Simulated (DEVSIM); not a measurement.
System: Schottky contact on n-type Si, at 300 K.

| layer (left to right) | material | thickness (μm) | Nd (cm⁻³) | τn (s) | τp (s) |
|---|---|---|---|---|---|
| 1 | Si | 0.320 | 4.4e16 | 5.4e-6 | 5.4e-6 |

Left contact: Schottky, work function 4.65 eV, emission velocity 5.7e6 cm/s. Right contact: ohmic. Voltage is applied to the left contact. Recombination: SRH at mid-gap, radiative, Auger. Mobility is μmin + (μ − μmin)/(1 + (N/Nref)^α).

Constants are typed, rounded textbook-type inputs, not results; the design itself was drawn at random and stands for no fabricated device. Values at 300 K.

```
parameter           Si
-------------  -------
gap (eV)         1.124
affinity (eV)     4.05
permittivity      11.7
Nc (cm⁻³)      2.86e19
Nv (cm⁻³)       3.1e19
μn (cm²/Vs)       1417
μp (cm²/Vs)        470
μn,min              52
μp,min              45
Nref,n          9.7e16
Nref,p          2.2e17
αn                0.68
αp                0.72
B (cm³/s)      4.7e-15
Cn (cm⁶/s)     2.8e-31
Cp (cm⁶/s)     9.9e-32
```

Simulated with DEVSIM: 1D drift-diffusion, Boltzmann statistics, complete ionisation; no tunnelling, impact ionisation, image-force lowering or self-heating. Metal contacts follow the ideal Schottky-Mott rule: no Fermi-level pinning, no interface dipoles.

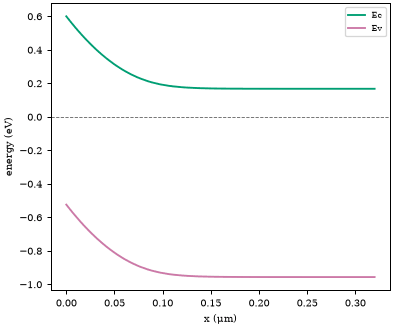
Band edges at zero bias

Energies count from the Fermi level of the right contact; mesh points crowd at the junctions.

```csv
x (μm),Ec (eV),Ev (eV),n (cm⁻³),p (cm⁻³),field (V/cm)
0.000,0.600,-0.524,2.4e9,4.9e10,-74000
0.005364,0.561,-0.563,1.1e10,1.1e10,-71000
0.01174,0.517,-0.607,5.8e10,2.0e9,-66000
0.01770,0.479,-0.645,2.6e11,4.5e8,-62000
0.03032,0.406,-0.718,4.4e12,2.7e7,-54000
0.04140,0.350,-0.774,3.7e13,3100000,-46000
0.05176,0.306,-0.818,2.1e14,560000,-39000
0.07370,0.236,-0.888,3.1e15,38000,-25000
0.08884,0.206,-0.918,1.0e16,12000,-16000
0.1110,0.182,-0.942,2.5e16,4600,-6800
0.1373,0.171,-0.953,3.8e16,3100,-2000
0.1726,0.168,-0.956,4.3e16,2700,-350
0.2005,0.168,-0.956,4.4e16,2700,-83
0.2240,0.167,-0.957,4.4e16,2600,-25
0.2473,0.167,-0.957,4.4e16,2600,≈ 0
0.2633,0.167,-0.957,4.4e16,2600,≈ 0
0.2768,0.167,-0.957,4.4e16,2600,≈ 0
0.2882,0.167,-0.957,4.4e16,2600,≈ 0
0.2995,0.167,-0.957,4.4e16,2600,≈ 0
0.3072,0.167,-0.957,4.4e16,2600,≈ 0
0.3138,0.167,-0.957,4.4e16,2600,≈ 0
0.3200,0.167,-0.957,4.4e16,2600,≈ 0
```
